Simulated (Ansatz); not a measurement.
FH$_{2}$InSSi$_{2}$

```xyz
7

F    -3.1295    1.7754   -1.5532
In   -0.9361    3.6506   -1.0434
S    -2.3260    2.8316    1.2378
Si   -0.9430    0.8073    0.9415
Si   -3.0384    1.1844    0.0050
H    -0.3455    1.3998   -0.4093
H    -4.4223    0.7668    0.3474
```

Geometry: B3LYP-D3(BJ)/def2-SVP; core potentials replace the inner electrons of In.

Computed with isolated molecule in a Gaussian basis; Kohn-Sham density functional theory, functional PBE0 (Ansatz 0.2.0).

Question: What can the converged electron density and electron localisation function tell about the bonding?

Answer: Si–F (1.67 Å): ρ at the midpoint is about 0.97 e/Å³; the ELF peaks at about 0.85 in the valence shell of F, 0.6 Å from its nucleus, and is about 0.45 at the midpoint.
Si–Si (2.33 Å): the density is about 0.56 e/Å³ at the midpoint; the ELF peaks at about 0.90 between the atoms, as expected for localised, covalent bonding.

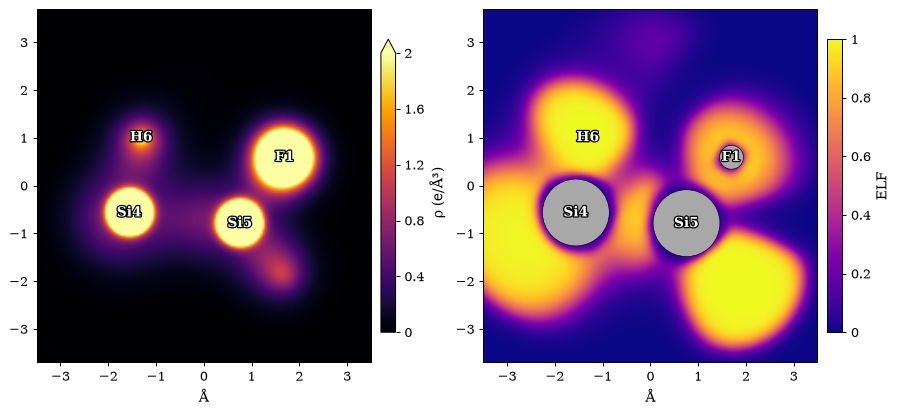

Computed electron density and electron localisation function on the plane of atoms F1, Si5 and Si4, in this order. Grey discs cover the atomic cores in the ELF map. 
